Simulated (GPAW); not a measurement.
# MgO2 (R-3m): G0W0 with GPAW, start to end, part 2 of 2

How does a plane-wave GW calculation on MgO2 (R-3m) run from the first input to the gap?

GPAW 26.7.0; LDA and many-body steps on it, plane waves. Known limits of the many-body steps: not at the basis limit; coarse k mesh.

So far. Step 3 (Bands along the symmetry lines): The gap is 2.196 eV, as in the run before at this level. Step 4 (Empty states on the mesh, 4×4×4 mesh, 80 bands): On this mesh the gap is 2.196 eV.

## 5. Screening and self-energy, 4×4×4 mesh, 70 bands, screening to 100 eV

Now the one-shot GW correction: screening in the RPA, then the self-energy of the levels asked for.

This step: G0W0 on LDA, plane waves, PAW.

Input file run.py:

```python
import json
import numpy as np
from gpaw.mpi import world
from gpaw.response.g0w0 import G0W0

gw = G0W0('full.gpw',
    filename='gw',
    kpts=[0, 12],
    bands=(9, 13),
    ecut=100,
    nbands=70,
    integrate_gamma='WS',
    ppa=True)
gw.calculate()
res = {mode: {k: v for k, v in r.items() if k != 'sigma_eskwn'}
       for mode, r in gw.all_results.items()}

if world.rank == 0:
    with open('result.json', 'w') as f:
        json.dump(res, f, default=lambda x: x.tolist())
```

On the command line:

```bash
$ mpirun -n 4 gpaw python run.py
```

Numbers of over 12 decimals in the logs are rounded to 6 here.

Output:

```text
Using integrator: PointIntegrator
FrequencyGridDescriptor(from 0.000+0.000j to 0.000+27.211j eV, 2 points)
Nonperiodic BCs:  [False False False]
Using integrator: PointIntegrator
FrequencyGridDescriptor(from 0.000+0.000j to 0.000+27.211j eV, 2 points)
Nonperiodic BCs:  [False False False]
  ___  _ _ _
 |   || | | |
 | | || | | |
 |__ ||_____|
 |___|

BZ k-points: Symmetries present (total): 12

  [... matrices ...]
64 k-points: 4 x 4 x 4 Monkhorst-Pack grid + [1/8,1/8,1/8]
13 k-points in the irreducible part of the Brillouin zone
       k-points in crystal coordinates                weights
   0:     0.00000000    0.00000000    0.00000000          1/64
   1:     0.25000000    0.00000000   -0.25000000          6/64
   2:     0.25000000    0.00000000    0.00000000          6/64
   3:     0.25000000    0.25000000   -0.25000000          6/64
   4:     0.25000000    0.25000000    0.00000000          6/64
   5:     0.25000000    0.25000000    0.25000000          2/64
   6:     0.50000000    0.00000000    0.00000000          3/64
   7:     0.50000000    0.25000000   -0.25000000          6/64
   8:     0.50000000    0.25000000    0.00000000         12/64
   9:     0.50000000    0.25000000    0.25000000          6/64
          ...
  12:     0.50000000    0.50000000    0.50000000          1/64

Distributing spins, k-points and bands (1 x 2 x 4) over 4 processes
Number of blocks: 1

Quasi particle states:
k-points (IBZ indices): [0, 12]
Band range: (9, 13)
  [... matrices ...]
Computational parameters:
Plane wave cut-off: 100 eV
Number of bands: 70
Coulomb cutoff: None
Broadening: 0.1 eV

fxc modes: GW
Kernel: RPA
Using Godby-Needs plasmon-pole approximation:
  Fitting energy: i*E0, E0 = 1.000 Hartree
Summing all q:

Calculating screened Coulomb potential
No Coulomb truncation
FrequencyGridDescriptor(from 0.000+0.000j to 0.000+27.211j eV, 2 points)
Removing empty qpoint cache files...

Calculating chi0 body with:
    Ground state adapter containing:
    Number of spins: 1
    Number of kpoints: 64
    Number of irreducible kpoints: 13
    Number of completely occupied states: 11
    Number of partially occupied states: 11
    Occupied states memory: 2.3203125 M / cpu

    Linear response parametrization:
    q_c: [0.0, 0.0, 0.0]
    Number of frequency points: 2
    Planewave cutoff: 100.0
    Number of bands: 70
    Number of planewaves: 71
    Broadening (eta): 1e-06
    comm.size: 4
    kncomm.size: 4
    blockcomm.size: 1

    Memory estimate of potentially large arrays:
        chi0_wGG: 0.153839 M / cpu
Integrating chi0 body.

Symmetries of q_c:
    Direct symmetries (Uq -> q): 12
    Indirect symmetries (TUq -> q): 0
In total 12 allowed symmetries.

  [... matrices ...]
13 groups of equivalent kpoints. 79.6875% reduction.

Integral kind: response function
Integrating chi0 head and wings.

Symmetries of q_c:
    Direct symmetries (Uq -> q): 12
    Indirect symmetries (TUq -> q): 0
In total 12 allowed symmetries.

  [... matrices ...]
13 groups of equivalent kpoints. 79.6875% reduction.

Integral kind: response function wings

Calculating chi0 body with:
    Ground state adapter containing:
    Number of spins: 1
    Number of kpoints: 64
    Number of irreducible kpoints: 13
    Number of completely occupied states: 11
    Number of partially occupied states: 11
    Occupied states memory: 2.3203125 M / cpu

    Linear response parametrization:
[... the further q-points ...]

Results:
f:      Occupation numbers
eps:     KS-eigenvalues [eV]
vxc:     KS vxc [eV]
exx:     Exact exchange [eV]
sigma:   Self-energies [eV]
dsigma:  Self-energy derivatives
Z:       Renormalization factors
qp:      QP-energies [eV]

k-point 0 (0): (0.000, 0.000, 0.000)                GW
band       f     eps     vxc     exx   sigma  dsigma       Z      qp
                                                                   GW
   9   1.000   2.885 -20.758 -26.736   4.686  -0.267   0.789   1.866
  10   1.000   2.885 -20.758 -26.736   4.686  -0.267   0.789   1.866
  11   0.000   8.058 -12.247  -7.047  -3.568  -0.170   0.855   9.454
  12   0.000   8.399 -21.710 -13.588  -4.581  -0.289   0.776  11.146

k-point 1 (12): (0.500, 0.500, 0.500)                GW
band       f     eps     vxc     exx   sigma  dsigma       Z      qp
                                                                   GW
   9   1.000   3.693 -21.838 -27.555   4.609  -0.263   0.792   2.815
  10   1.000   3.693 -21.838 -27.555   4.609  -0.263   0.792   2.815
  11   0.000   5.889 -19.709 -13.397  -3.656  -0.231   0.812   8.046
  12   0.000   8.411 -10.216  -4.948  -3.722  -0.160   0.862   9.744
```

It took 21 s on 4 MPI ranks of Arm Neoverse V2, shared host; peak memory 0.97 GiB.

Numbers from this step:

```yaml
g0w0_gap_on_the_points_computed: 5.231 eV
least_direct_g0w0_gap_on_the_computed_points: 5.231 eV
z_at_the_valence_top: 0.7919
z_at_the_conduction_bottom: 0.8121
starting_gap_on_the_mesh: 2.196 eV
k_of_the_valence_top: 0.5, 0.5, 0.5
k_of_the_conduction_bottom: 0.5, 0.5, 0.5
```

The gap on the mesh goes from 2.20 eV to 5.23 eV, a correction of +3.03 eV.

Limits: finite bands, cutoff and mesh; coarse k mesh. v1 is the top filled band, c1 the lowest empty one. The levels before and after the correction (eV, zero at the valence-band top of each column):

```
           conduction bottom  valence top
Kohn-Sham               2.20         0.00
     G0W0               5.23         0.00
```

```
                         level  energy (eV)
Kohn-Sham  (0.5 0.5 0.5) v2-v1        0.000
Kohn-Sham     (0.5 0.5 0.5) c1        2.196
Kohn-Sham     (0.5 0.5 0.5) c2        4.718
     G0W0  (0.5 0.5 0.5) v2-v1        0.000
     G0W0     (0.5 0.5 0.5) c1        5.231
     G0W0     (0.5 0.5 0.5) c2        6.929
```

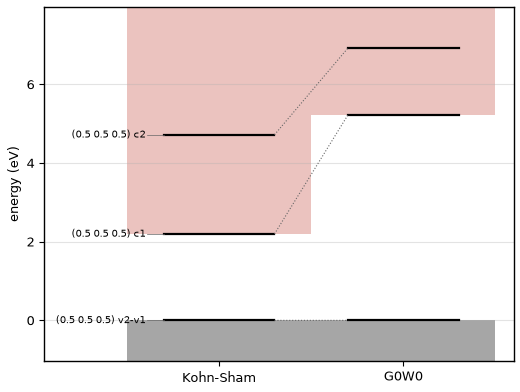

Levels before and after the correction. Shaded: valence and conduction bands.

## 6. Where the time went

Times are wall times on 4 MPI ranks of Arm Neoverse V2, shared host, good to a factor of about two.

```
                          step   time  share  memory (GiB)
                  ground state  8.4 s   19 %          0.68
bands along the symmetry lines    7 s   16 %          0.71
      empty states on the mesh  7.9 s   18 %           1.1
     screening and self-energy   21 s   48 %          0.97
```

## 7. Outcome

```json
{"LDA gap": "2.20 eV, direct", "G0W0 gap on the mesh": "5.23 eV", "GW settings": "4×4×4 mesh, 70 bands, screening to 100 eV, Godby-Needs plasmon pole", "known limits": "not at the basis limit; coarse k mesh"}
```

In words: G0W0 moves the gap on the mesh from 2.20 eV to 5.23 eV (+3.03 eV), with Z of 0.79 and 0.81 at the edges. Only 2 of the mesh's irreducible points were corrected, so a valley elsewhere could overtake. The dearest step here is «screening and self-energy». Bands and cutoff are finite, so the gap is not at the basis limit. The miss can reach some tenths of an eV and take either sign; the mesh is an error of its own. These stock PAW sets were not made for GW. In the G0W0 run levels were corrected at 2 k points alone, so a gap called «on the mesh» is the least over those, and an edge elsewhere would be missed. The 4×4×4 mesh is coarse for this cell, which bears on the long-range parts of exchange and screening.

[Paths, hosts, dates, memory and timing lines, banners, echoed tables and standing remarks are left out of the program output.]

[Logs are printed without paths, hosts, clocks, repeated set-up lines and the standing remarks that a program may print on its own settings, such as how far it seeks lower states.]

[Runs of the session that timed out or met a known fault of the program may be left out.]

[Hosts, paths, dates, database ids (printed as entryN), source tags and the programs' standing remarks are cut or masked in the printed files.]
